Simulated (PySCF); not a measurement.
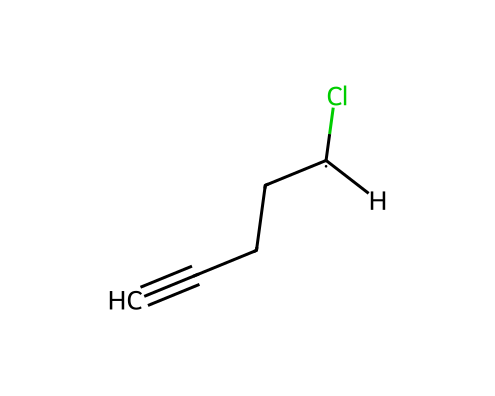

Charge 0, doublet. The computed structure is the end point of a GFN2-xTB optimisation. No frequency run is at hand to confirm it as a minimum. Level of theory: UKS B3LYP, pcH-1 on C Cl H, non-relativistic (PySCF 2.14.0).

Computed properties:

The species is C₅H₆Cl (`C#CCC[CH]Cl`).
- ⟨S²⟩ of the determinant: 0.754
- isotropic g value: 2.00614
